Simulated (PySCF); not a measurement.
# C8H12Si: what the fields show

Input file:

```
{"job": {"kind": "nmr", "xc": "PBE0", "basis": "pcSseg-1"}, "charge": 0, "multiplicity": 1}
C      2.312552     2.167799     0.219045
C      2.074245     0.999201    -0.368227
C      0.870032     0.187466    -0.293521
C      0.808105    -0.979103    -0.962219
Si    -0.736032    -2.038118    -0.877284
C     -1.751314    -0.915643     0.266608
C     -0.837421    -0.496588     1.428065
C     -0.310605     0.632476     0.522431
C     -1.627085     0.518794    -0.269021
H      3.253485     2.673568     0.083492
H      1.601733     2.671548     0.851065
H      2.853553     0.569854    -0.987952
H      1.665699    -1.287612    -1.545950
H     -1.378498    -2.188912    -2.188252
H     -0.479898    -3.343259    -0.256392
H     -2.752684    -1.254930     0.529052
H     -0.102000    -1.219120     1.780722
H     -1.392401    -0.106078     2.281135
H     -0.127687     1.588141     1.009634
H     -1.557393     0.653321    -1.348093
H     -2.395306     1.184139     0.125191
```

Launched as:

```sh
OMP_NUM_THREADS=1 python probes_run.py task.json out
```

Geometry: GFN2-xTB.

Theory: PBE0/pcSseg-1, SCF density, gas phase, non-relativistic (PySCF).

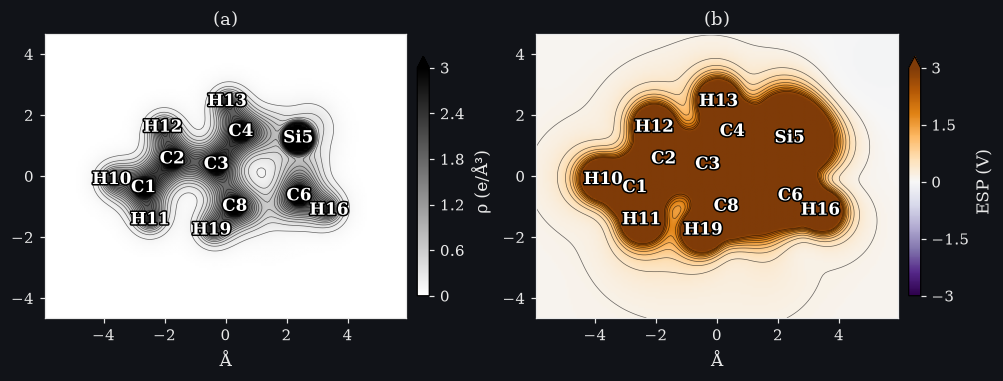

Figure 1. (a) electron density; (b) molecular electrostatic potential on the plane of atoms Si5, C4 and H13.

### Read the bonding off the picture.

- The plane passes through C, Si and H nuclei.
- C–C (1.33 Å): ρ at the midpoint is about 2.3 e/Å³.
- C–Si (1.87 Å): the density is about 0.94 e/Å³ at the midpoint.
- C–H (1.08 Å): ρ is about 2 e/Å³ halfway.
- C–C (1.45 Å): ρ is about 1.9 e/Å³ halfway.
- C–C (1.50 Å): ρ is about 1.7 e/Å³ halfway.
- The potential has no marked negative region in this plane.

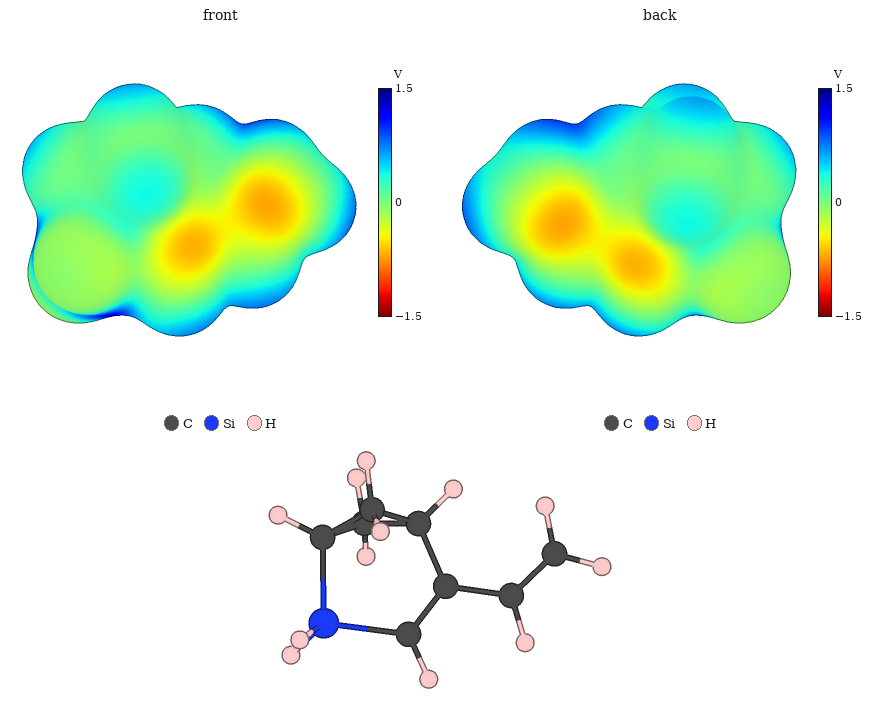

Figure 2. The molecular electrostatic potential painted on the density surface at 0.002 e/bohr³, seen from the front and from behind; the colour scale runs from red (negative) to blue (positive). The bare structure is drawn below in the same view.

### Which sites attract a positive test charge, and which a negative one?

A positive charge is drawn to the negative regions and a negative charge to the positive ones. The most negative region (about −0.7 V) lies over the π face of C1, C2, C3 and C4, the most positive (about +1.0 V) over Si5.
